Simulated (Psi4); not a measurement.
# doublet [O2]−: levels of theory compared

Aim: a comparison of 6 runs (UB3LYP/aug-cc-pVTZ, UBHLYP/aug-cc-pVTZ, UBLYP/aug-cc-pVTZ, UM06-2X/aug-cc-pVTZ, UPBE0/aug-cc-pVTZ, UCCSD(T)/aug-cc-pVTZ) of doublet [O2]−. 

The results are computed with Psi4 1.11.

9 further runs of the same task are left out: 7 that didn't finish, 2 set aside as unsound or not needed.

### Step 1. The structure to begin with

[O2]−: 2 atoms, total charge -1, spin state doublet. As SMILES of the parent species, `O=O`. Geometry: relaxed at PBE0-D4/def2-TZVP. That shape belongs to the parent species and isn't relaxed for this state.

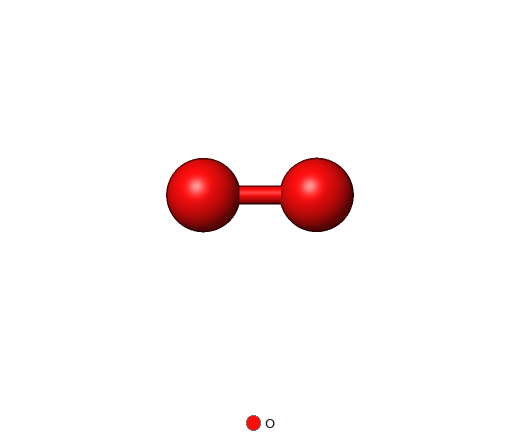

The structure, seen from a chosen angle (oxygen red).

### Step 2. Energy and gradient at UB3LYP/aug-cc-pVTZ (run 1)

o2.inp

```
memory 2.2 GB

molecule mol {
  -1 2
  O      0.509550    -0.164850     0.262450
  O     -0.509550     0.164850    -0.262450
  symmetry c1
  no_reorient
  no_com
}

set basis aug-cc-pVTZ
set reference uks
set puream true
set e_convergence 1e-09
set d_convergence 1e-08
set scf_type pk
set dft_radial_points 99
set dft_spherical_points 590
set maxiter 100

energy_value, wavefunction = gradient("b3lyp", return_wfn=True)
oeprop(wavefunction, "DIPOLE", "WIBERG_LOWDIN_INDICES", "MULLIKEN_CHARGES", title="B3LYP")
print_variables()
```

Launch:

```bash
$ psi4 o2.inp o2.out -n 1
```

o2.out:

```text
[...]
  Running in c1 symmetry.
[...]
  Nuclear repulsion =   28.392993060744768
[...]
  Multiplicity = 2
[...]
  Nalpha       = 9
  Nbeta        = 8
[...]
    Number of basis functions: 92
[...]
   @UKS iter   1:  -150.21166808884897   -1.76558e-01   6.86027e-03 DIIS/ADIIS
[...]
   @UKS iter  11:  -150.38153453108376   -2.84217e-12   1.60679e-09 DIIS
[...]
   @S^2 Observed:                7.559051618E-01
[...]
    Orbital Energies [Eh]
    ---------------------
    Alpha Occupied:
       1A    -18.883133     2A    -18.882898     3A     -0.932543
       4A     -0.454325     5A     -0.207454     6A     -0.189201
       7A     -0.169963     8A      0.058600     9A      0.098540
    Alpha Virtual:
      10A      0.209691    11A      0.264351    12A      0.276962
      13A      0.280311    14A      0.316348    15A      0.317484
      16A      0.333536    17A      0.442174    18A      0.618243
      19A      0.700449    20A      0.700628    21A      0.787879
      22A      0.865820    23A      0.875868    24A      0.908892
      25A      0.910083    26A      0.910505    27A      0.919934
[...]
  @UKS Final Energy:  -150.38153453108376
   => Energetics <=
    Nuclear Repulsion Energy =             28.3929930607447680
    One-Electron Energy =                -268.5092696208492953
    Two-Electron Energy =                 103.7775980409605694
    DFT Exchange-Correlation Energy =     -14.0428560119397918
    Empirical Dispersion Energy =           0.0000000000000000
    VV10 Nonlocal Energy =                  0.0000000000000000
    Total Energy =                       -150.3815345310837586
[...]
  -Total Gradient:
     Atom            X                  Y                   Z
    ------   -----------------  -----------------  -----------------
       1       -0.159751912200     0.051683059025    -0.082282188906
       2        0.159751912200    -0.051683059025     0.082282188906
[...]
 Multipole Moments:
 ------------------------------------------------------------------------------------
     Multipole            Electronic (a.u.)      Nuclear  (a.u.)        Total (a.u.)
 ------------------------------------------------------------------------------------
 L = 1.  Multiply by 2.5417464519 to convert [e a0] to [Debye]
 Dipole X            :         -0.0000000            0.0000000           -0.0000000
 Dipole Y            :          0.0000000            0.0000000            0.0000000
 Dipole Z            :         -0.0000000            0.0000000           -0.0000000
 Magnitude           :                                                    0.0000000
[...]
  Mulliken Charges: (a.u.)
   Center  Symbol    Alpha    Beta     Spin     Total
       1     O     4.50000  4.00000  0.50000 -0.50000
       2     O     4.50000  4.00000  0.50000 -0.50000
   Total alpha =  9.00000, Total beta =  8.00000, Total charge = -1.00000
  Wiberg Bond Indices using Orthogonal Lowdin Orbitals:
  Total Bond Index:
  Irrep: 1 Size: 2 x 2
                 1                   2
[...]
```

Run time: 29 s. Hardware: 1 thread of Intel Xeon at 2.50GHz (Skylake/Cascade Lake), shared host; peak memory 0.65 GiB.

### Step 3. Energy and gradient at UBHLYP/aug-cc-pVTZ (run 2)

o2.in

```
memory 2200 MB

molecule mol {
  -1 2
  O      0.96290995    -0.31152135     0.49595862
  O     -0.96290995     0.31152135    -0.49595862
  units au
  symmetry c1
  no_reorient
  no_com
}

set reference uks
set puream true
set e_convergence 1e-09
set d_convergence 1e-08
set scf_type pk
set dft_radial_points 99
set dft_spherical_points 590
set maxiter 100

energy_value, wavefunction = gradient('bhhlyp/aug-cc-pVTZ', return_wfn=True)
oeprop(wavefunction, 'MULLIKEN_CHARGES', 'LOWDIN_CHARGES', 'QUADRUPOLE')
```

Launch:

```bash
$ psi4 o2.in o2.out -n 1
```

o2.out:

```text
[...]
  Running in c1 symmetry.
[...]
  Nuclear repulsion =   28.392993031497380
[...]
  Multiplicity = 2
[...]
  Nalpha       = 9
  Nbeta        = 8
[...]
    Number of basis functions: 92
[...]
   @UKS iter   1:  -150.18811330073152   -3.72548e-01   5.46499e-03 DIIS/ADIIS
[...]
   @UKS iter  10:  -150.30005028987949   -3.08660e-11   6.33167e-09 DIIS
[...]
   @S^2 Observed:                7.611976702E-01
[...]
    Orbital Energies [Eh]
    ---------------------
    Alpha Occupied:
       1A    -19.426618     2A    -19.426205     3A     -1.070688
       4A     -0.572889     5A     -0.294871     6A     -0.257807
       7A     -0.252186     8A     -0.012996     9A      0.033953
    Alpha Virtual:
      10A      0.229937    11A      0.293174    12A      0.303255
      13A      0.307614    14A      0.341272    15A      0.343776
      16A      0.361921    17A      0.476536    18A      0.706458
      19A      0.755442    20A      0.755615    21A      0.840377
      22A      0.923245    23A      0.933801    24A      0.966144
      25A      0.966511    26A      0.967840    27A      0.980198
[...]
  @UKS Final Energy:  -150.30005028987949
   => Energetics <=
    Nuclear Repulsion Energy =             28.3929930314973795
    One-Electron Energy =                -268.6934649272378692
    Two-Electron Energy =                  98.9923902634555049
    DFT Exchange-Correlation Energy =      -8.9919686575945033
    Empirical Dispersion Energy =           0.0000000000000000
    VV10 Nonlocal Energy =                  0.0000000000000000
    Total Energy =                       -150.3000502898794934
[...]
  -Total Gradient:
     Atom            X                  Y                   Z
    ------   -----------------  -----------------  -----------------
       1       -0.142486726443     0.046097412721    -0.073389541997
       2        0.142486726443    -0.046097412721     0.073389541997
[...]
 Multipole Moments:
 ------------------------------------------------------------------------------------
     Multipole            Electronic (a.u.)      Nuclear  (a.u.)        Total (a.u.)
 ------------------------------------------------------------------------------------
 L = 1.  Multiply by 2.5417464519 to convert [e a0] to [Debye]
 Dipole X            :         -0.0000000            0.0000000           -0.0000000
 Dipole Y            :          0.0000000            0.0000000            0.0000000
 Dipole Z            :         -0.0000000            0.0000000           -0.0000000
 Magnitude           :                                                    0.0000000
 L = 2.  Multiply by 1.3450342976 to convert [e a0^2] to [Debye ang]
 Quadrupole XX       :        -26.8314083           14.8351291          -11.9962791
 Quadrupole XY       :          5.4191760           -4.7994721            0.6197039
[...]
  Mulliken Charges: (a.u.)
   Center  Symbol    Alpha    Beta     Spin     Total
       1     O     4.50000  4.00000  0.50000 -0.50000
       2     O     4.50000  4.00000  0.50000 -0.50000
   Total alpha =  9.00000, Total beta =  8.00000, Total charge = -1.00000
  Lowdin Charges: (a.u.)
   Center  Symbol    Alpha    Beta     Spin     Total
       1     O     4.50000  4.00000  0.50000 -0.50000
       2     O     4.50000  4.00000  0.50000 -0.50000
  Total alpha =  9.00000, Total beta =  8.00000, Total charge = -1.00000
[...]
```

It took 29 s on 1 thread of Intel Xeon at 2.50GHz (Skylake/Cascade Lake), shared host; peak memory 0.66 GiB.

Runs 3 to 5 aren't shown in full; the table further down has their settings and results.

### Step 4. The energy at UCCSD(T)/aug-cc-pVTZ (run 6)

o2.xyz

```xyz
2
O2
O      0.509550    -0.164850     0.262450
O     -0.509550     0.164850    -0.262450
```

o2_ase.py

```python
import numpy as np
from ase.calculators.psi4 import Psi4
from ase.io import read

atoms = read('o2.xyz')
calc = Psi4(atoms=atoms, method='ccsd(t)', basis='aug-cc-pVTZ', memory='2200MB', num_threads=1, charge=-1, multiplicity=2, label='calc', reference='uhf')
calc.psi4.set_options({'puream': True, 'e_convergence': 1e-09, 'd_convergence': 1e-08, 'scf_type': 'pk', 'num_frozen_docc': 2, 'maxiter': 100})
atoms.calc = calc

print(f'energy: {atoms.get_potential_energy():.6f} eV')
```

Launch:

```bash
$ python o2_ase.py
```

calc.dat:

```text
[...]
  Running in c1 symmetry.
[...]
  Nuclear repulsion =   28.392993060744768
[...]
  Multiplicity = 2
[...]
  Nalpha       = 9
  Nbeta        = 8
[...]
    Number of basis functions: 92
[...]
   @UHF iter   1:  -149.57193791271118   -6.39228e-01   3.95883e-03 DIIS/ADIIS
[...]
   @UHF iter  12:  -149.63634105070398   -2.47269e-12   1.99079e-09 DIIS
[...]
   @S^2 Observed:                7.786213912E-01
[...]
    Orbital Energies [Eh]
    ---------------------
    Alpha Occupied:
       1A    -20.300798     2A    -20.300108     3A     -1.292386
       4A     -0.762365     5A     -0.433294     6A     -0.379992
       7A     -0.359750     8A     -0.128214     9A     -0.068196
    Alpha Virtual:
      10A      0.262239    11A      0.343822    12A      0.354205
      13A      0.360250    14A      0.384221    15A      0.390281
      16A      0.423345    17A      0.539437    18A      0.855117
      19A      0.864032    20A      0.864341    21A      0.942848
      22A      1.031004    23A      1.043514    24A      1.071001
      25A      1.071404    26A      1.073402    27A      1.088681
[...]
  @UHF Final Energy:  -149.63634105070398
   => Energetics <=
    Nuclear Repulsion Energy =             28.3929930607447680
    One-Electron Energy =                -268.6943723982438428
    Two-Electron Energy =                  90.6650382867950952
    Total Energy =                       -149.6363410507039760
  UHF NO Occupations:
  HONO-2 :    7  A 1.9986782
  HONO-1 :    8  A 1.9892323
[...]
 Multipole Moments:
 ------------------------------------------------------------------------------------
     Multipole            Electronic (a.u.)      Nuclear  (a.u.)        Total (a.u.)
 ------------------------------------------------------------------------------------
 L = 1.  Multiply by 2.5417464519 to convert [e a0] to [Debye]
 Dipole X            :          0.0000000            0.0000000            0.0000000
 Dipole Y            :         -0.0000000            0.0000000           -0.0000000
 Dipole Z            :          0.0000000            0.0000000            0.0000000
 Magnitude           :                                                    0.0000000
[...]
      * MP2 total energy                      = -150.106268009779257
[...]
      * CCSD total energy                     = -150.109279859445166
[...]
      * CCSD(T) total energy                     = -150.128358129470229
```

The script printed:

```text
energy: -4085.200706 eV
```

It took 2.4 min on 1 thread of Intel Xeon at 2.50GHz (Skylake/Cascade Lake), shared host; peak memory 0.99 GiB.

### Step 5. Overview of the runs

```
run                 level      task  frozen core orbitals  energy (Eh)  HOMO energy (eV)  LUMO energy (eV)   ⟨S²⟩  wall time
  1    UB3LYP/aug-cc-pVTZ  gradient                     0  -150.381535              3.12              5.71  0.756       29 s
  2    UBHLYP/aug-cc-pVTZ  gradient                     0  -150.300050              1.50              6.26  0.761       29 s
  3     UBLYP/aug-cc-pVTZ  gradient                     0  -150.372343              4.30              4.66  0.754       42 s
  4   UM06-2X/aug-cc-pVTZ  gradient                     0  -150.319409              1.52              5.94  0.757       43 s
  5     UPBE0/aug-cc-pVTZ  gradient                     0  -150.220468              3.02              5.90  0.756       36 s
  6  UCCSD(T)/aug-cc-pVTZ    energy                     2  -150.128358             -0.83              7.14  0.779    2.4 min
```

### Step 6. Summary of results

| quantity | value |
| --- | --- |
| run 6: total energy | -150.12836 Eh |
| run 6: HOMO energy (Hartree–Fock orbitals) (highest over α and β) | -0.83 eV |
| run 6: LUMO energy (Hartree–Fock orbitals) (lowest over α and β) | 7.14 eV |
| run 6: correlation energy (2 core orbitals frozen) | -492.0 mEh |
| run 6: (T) correction | -19.08 mEh |
| run 6: ⟨S²⟩ of the reference determinant | 0.779 |
| run 6: T1 diagnostic | 0.031 |

What this shows: Totals of different functionals can't be ranked against each other. In runs 1, 2, 3, 4, 5 the HOMO lies above zero, so the outermost electron may be held by the basis alone. All runs together took 5.3 min, the longest 2.4 min.
